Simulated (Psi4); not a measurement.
**HF/def2-SVP (core potential, ints tolerance 1e-08, sweep point 4) run of InH3Cl− ([InClH3]-)**

Aim: the vertical electron affinity of InH3Cl− ([InClH3]-) at HF/def2-SVP (core potential, ints tolerance 1e-08, sweep point 4), from 2 runs. 

The calculation is run with Psi4 1.11.

4 further runs of the same task are left out: 4 set aside as unsound or not needed.

## (1) Starting point

InH3Cl− has 5 atoms, charge -1, and is taken as a singlet. As SMILES, `[H][In-]([H])([H])[Cl]`. Geometry: a GFN2-xTB relaxation, a rough one for these elements and not checked as a minimum.

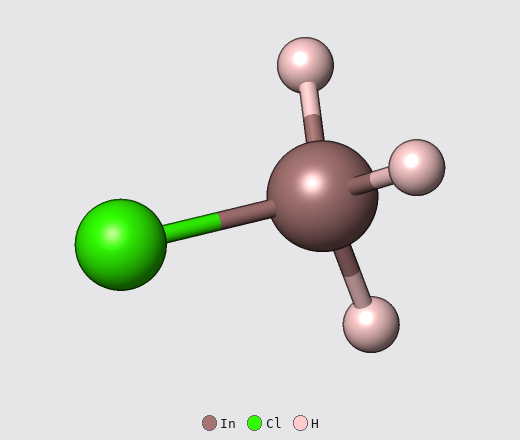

Viewed from a chosen angle; indium brown, chlorine green, hydrogen pink.

## (2) The energy at HF/def2-SVP (core potential, ints tolerance 1e-08, sweep point 4)

job.dat

```
memory 1.6 GB

molecule {
  -1 1
  In    -0.002150     0.000620    -0.175700
  Cl     0.012800    -0.020350     2.163640
  H      1.620790     0.013380    -0.670930
  H     -0.818090     1.410990    -0.645940
  H     -0.813350    -1.404640    -0.671060
  units angstrom
  symmetry c1
}

set {
  basis          def2-SVP
  puream         true
  scf_type       direct
  ints_tolerance 1e-08
  maxiter        60
}

result = energy("hf")
print_variables()
```

The run is started by

```bash
$ psi4 -i job.dat -o job.out -n 1
```

job.out, cut to the lines that bear on the results:

```text
[...]
    !!!  WARNING: ECP capability is in beta. Please check occupations closely.  !!!
[...]
  Running in c1 symmetry.
[...]
  Nuclear repulsion =  109.245162222774425
[...]
  Multiplicity = 1
[...]
  Nalpha       = 21
  Nbeta        = 21
[...]
    Number of basis functions: 59
[...]
   @DF-RHF iter   1:  -650.32043247174477   -1.44863e+00   4.16918e-03 ADIIS/DIIS
[...]
   @RHF iter   9:  -650.35424066223754   -1.66458e-08   4.46761e-07 DIIS
[...]
    Orbital Energies [Eh]
    ---------------------
    Doubly Occupied:
       1A   -104.542946     2A    -10.306205     3A     -7.780746
       4A     -7.778955     5A     -7.778954     6A     -5.164786
       7A     -3.423125     8A     -3.419515     9A     -3.419502
      10A     -0.862623    11A     -0.813080    12A     -0.813032
      13A     -0.803357    14A     -0.803322    15A     -0.788495
      16A     -0.385050    17A     -0.252373    18A     -0.252274
      19A     -0.245246    20A     -0.191046    21A     -0.190666
[...]
  @RHF Final Energy:  -650.35424066223754
   => Energetics <=
    Nuclear Repulsion Energy =            109.2451622227744252
    One-Electron Energy =               -1199.1682099103752535
    Two-Electron Energy =                 439.5688070253631281
    Total Energy =                       -650.3542406622375438
[...]
 Multipole Moments:
 ------------------------------------------------------------------------------------
     Multipole            Electronic (a.u.)      Nuclear  (a.u.)        Total (a.u.)
 ------------------------------------------------------------------------------------
 L = 1.  Multiply by 2.5417464519 to convert [e a0] to [Debye]
 Dipole X            :         -0.2162868            0.2095658           -0.0067210
 Dipole Y            :          0.2771866           -0.2774338           -0.0002472
 Dipole Z            :        -32.0467010           31.6841329           -0.3625680
 Magnitude           :                                                    0.3626304
[...]
```

Wall time 4.2 s (1 thread of Intel Xeon Platinum 8259CL at 2.50GHz (Skylake/Cascade Lake), shared host); peak memory 0.19 GiB.

## (3) Doublet [InH3Cl]2−

clh3in.inp

```
memory 1600 MB

molecule mol {
  -2 2
  In    -0.002150     0.000620    -0.175700
  Cl     0.012800    -0.020350     2.163640
  H      1.620790     0.013380    -0.670930
  H     -0.818090     1.410990    -0.645940
  H     -0.813350    -1.404640    -0.671060
  symmetry c1
}

set {
  reference      uhf
  puream         true
  scf_type       direct
  ints_tolerance 1e-08
  maxiter        150
}

energy("scf/def2-SVP")
```

The run is started by

```bash
$ psi4 clh3in.inp clh3in.out -n 1
```

clh3in.out, cut to the lines that bear on the results:

```text
[...]
    !!!  WARNING: ECP capability is in beta. Please check occupations closely.  !!!
[...]
  Running in c1 symmetry.
[...]
  Nuclear repulsion =  109.245162222774425
[...]
  Multiplicity = 2
[...]
  Nalpha       = 22
  Nbeta        = 21
[...]
    Number of basis functions: 59
[...]
   @DF-UHF iter   1:  -649.97731536479785   -1.10552e+00   5.98048e-03 ADIIS/DIIS
[...]
   @UHF iter  12:  -650.08714144998817   -4.19125e-08   7.67160e-07 DIIS
[...]
   @S^2 Observed:                7.554726785E-01
[...]
    Orbital Energies [Eh]
    ---------------------
    Alpha Occupied:
       1A   -104.366527     2A    -10.131145     3A     -7.605503
       4A     -7.603133     5A     -7.603132     6A     -4.976424
       7A     -3.234149     8A     -3.231525     9A     -3.231512
      10A     -0.690298    11A     -0.624127    12A     -0.624070
      13A     -0.615155    14A     -0.615128    15A     -0.608588
      16A     -0.206864    17A     -0.083101    18A     -0.083033
      19A     -0.078358    20A     -0.010429    21A     -0.010054
      22A      0.260595
    Alpha Virtual:
      23A      0.461665    24A      0.461920    25A      0.554494
[...]
  @UHF Final Energy:  -650.08714144998817
   => Energetics <=
    Nuclear Repulsion Energy =            109.2451622227744252
    One-Electron Energy =               -1206.5015260236646100
    Two-Electron Energy =                 447.1692223509020323
    Total Energy =                       -650.0871414499880530
  UHF NO Occupations:
  HONO-2 :   20  A 1.9994900
  HONO-1 :   21  A 1.9983637
[...]
 Multipole Moments:
 ------------------------------------------------------------------------------------
     Multipole            Electronic (a.u.)      Nuclear  (a.u.)        Total (a.u.)
 ------------------------------------------------------------------------------------
 L = 1.  Multiply by 2.5417464519 to convert [e a0] to [Debye]
 Dipole X            :         -0.2039024            0.2095658            0.0056634
 Dipole Y            :          0.2601457           -0.2774338           -0.0172881
 Dipole Z            :        -30.0769769           31.6841329            1.6071561
 Magnitude           :                                                    1.6072590
[...]
```

Wall time 3.9 s (1 thread of Intel Xeon Platinum 8259CL at 2.50GHz (Skylake/Cascade Lake), shared host); peak memory 0.2 GiB.

## (4) What came out

Level: HF/def2-SVP (core potential, ints tolerance 1e-08, sweep point 4).

| quantity | value |
| --- | --- |
| singlet InH3Cl−: total energy | -650.35424 Eh |
| singlet InH3Cl−: HOMO energy | -5.19 eV |
| singlet InH3Cl−: LUMO energy | 7.43 eV |
| singlet InH3Cl−: HOMO–LUMO gap (to an unbound level, set by the basis) | 12.62 eV |
| doublet [InH3Cl]2−: total energy | -650.08714 Eh |
| doublet [InH3Cl]2−: HOMO energy (highest over α and β) | 7.09 eV |
| doublet [InH3Cl]2−: LUMO energy (lowest over α and β) | 12.55 eV |
| doublet [InH3Cl]2−: ⟨S²⟩ | 0.755 |
| vertical electron affinity (to the doublet dianion) | -7.268 eV |

What this shows: The dianion lies 7.27 eV (168 kcal/mol) above the anion: the electron isn't bound at this level, and such a value depends on the basis. Without diffuse functions anions come out too high. Hartree–Fock misses the correlation that binds many anions. The HOMO (doublet [InH3Cl]2−) lies at positive energy, 7.09 eV: the electron is unbound at this level or held by a compact basis; values depend on the basis.
